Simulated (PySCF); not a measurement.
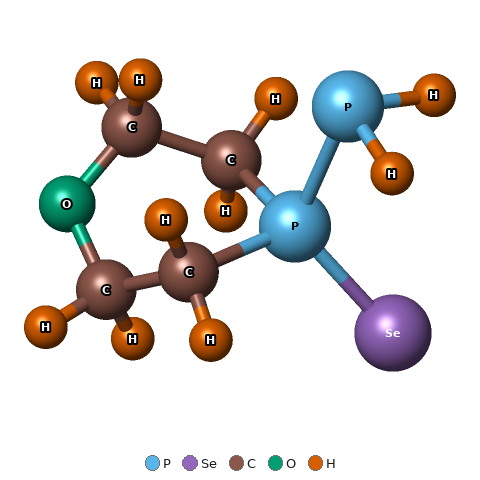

Structure of C₄H₁₀OP₂Se, SMILES PP1(=[Se])CCOCC1.

Simulated rotational absorption lines between 2 and 8 GHz at 2 K: rigid rotor with the equilibrium constants and dipole of one optimised conformer (PBE0-D3(BJ)/def2-SVP, PySCF 2.14.0), commonest isotopes; no centrifugal distortion, hyperfine structure, internal rotation or nuclear-spin weights; lines within 1 MHz of each other are summed. Lines of different type are drawn apart.

### What are the rotational constants, and what kind of rotor is it?

Rotational constants A, B, C = 1.296, 0.7189, 0.5591 GHz; Ray's κ = −0.57, an asymmetric top on the prolate side.

### Assign the strongest lines, as J(Ka,Kc).

```
 GHz   upper   lower  type  relative intensity
7.83  6(1,5)  5(1,4)     a                1.00
7.08  6(0,6)  5(0,5)     a                0.90
7.03  6(1,6)  5(1,5)     a                0.88
7.54  6(2,5)  5(2,4)     a                0.85
7.91  6(3,3)  5(3,2)     a                0.73
6.63  5(1,4)  4(1,3)     a                0.71
7.75  6(3,4)  5(3,3)     a                0.70
6.74  5(2,3)  4(2,2)     a                0.64
```

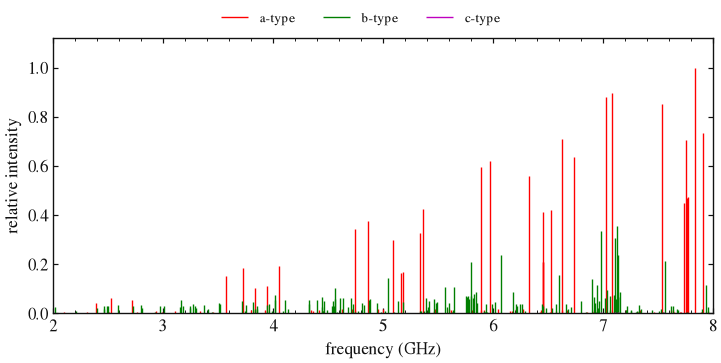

Known limits of this run: coarse grid, loose stop and no frequency check, small forces are noise and the end may be a saddle.
